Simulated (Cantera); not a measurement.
Feed: 1 mol Ta₂O₅, 1.7 mol C, 0.59 mol H₂, held at 0.00220 bar.

Method: chemical equilibrium by Gibbs-energy minimisation in Cantera with the NASA 1993 tables (ideal gas, pure condensed phases). Candidate condensed phases: C, C₆H₆, C₇H₈, C₈H₁₈, H₂O, Ta, TaC, Ta₂O₅; 113 gas species. Mutual solubility and eutectic melting of coexisting phases are not modelled. TaC: taken at fixed stoichiometry. Condensed phases not in the tables: Ta₂C, N, O or C dissolved in the metal. Equilibrium is a limit: real reactors are often held back by kinetics, nucleation or transport.

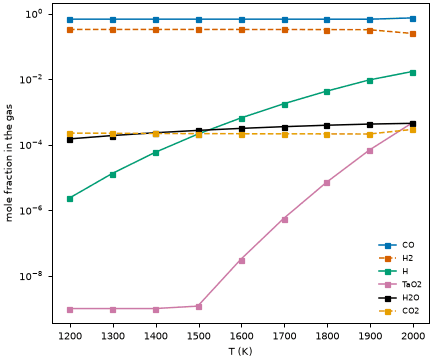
Fig. 1. Equilibrium gas composition (values under 1e-9 drawn at 1e-9)

From 1198 K to 1898 K the condensed part is TaC(s) + Ta₂O₅(s). At 1998 K the condensed part is Ta(s) + Ta₂O₅(s).
